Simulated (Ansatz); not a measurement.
Input file:

```
crystal:
  periodic: [false, false, false]
  atoms:
    - { symbol: W, position_ang: [0.020516, -0.333174, 0.04846] }
    - { symbol: H, position_ang: [0.057794, 0.368697, 1.594184] }
    - { symbol: O, position_ang: [1.829858, -0.554197, 0.619434] }
    - { symbol: H, position_ang: [2.318843, 0.136103, 1.066912] }
    - { symbol: Cl, position_ang: [0.541134, 2.10217, -0.032085] }
    - { symbol: O, position_ang: [-1.791686, -0.084509, 0.293381] }
    - { symbol: H, position_ang: [-2.366157, 0.284624, 0.961544] }
    - { symbol: O, position_ang: [-0.089953, -2.189896, 0.205234] }
    - { symbol: H, position_ang: [0.626961, -2.806353, 0.351589] }
    - { symbol: O, position_ang: [0.163483, 0.036473, -1.775393] }
    - { symbol: H, position_ang: [0.338708, 0.927162, -2.09566] }
basis:
  gaussian: { orbitals: def2-SVP }
hamiltonian:
  xc: { name: BHLYP }
  dispersion: d4
relax:
  f_tol: 0.03
  max_steps: 50
output:
  orbitals: {}
```

Run with:

```sh
ansatz run input.yaml --threads 4 --pin off --max-ram 5120MiB --backend cpu --events-out ev --progress --plain --runs-dir out
```

The fields are those of the run's last geometry, not of the input's.

Core potentials replace the inner electrons of W.

Computed with RKS BHLYP-D4/def2-SVP in Ansatz.

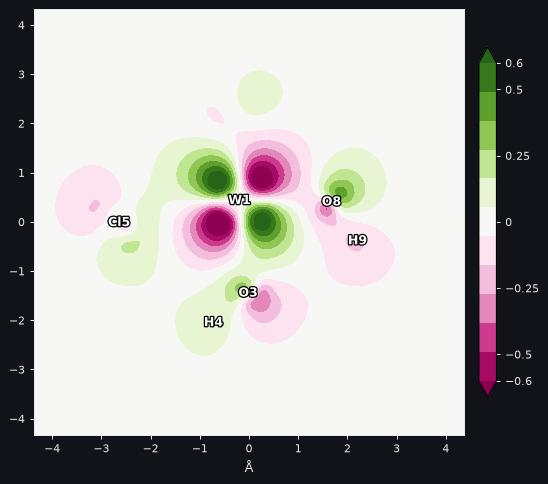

ClH$_{5}$O$_{4}$W. The LUMO on the plane of atoms O3, W1 and O8 (values in Å⁻³ᐟ²; the overall sign is arbitrary).

**What is the character of this orbital?**

Its weight (Hirshfeld) is mainly on W1 (about 65 %), O6 (about 10 %), O8 (about 5 %) and O3 (about 5 %). Its energy is −1.91 eV.
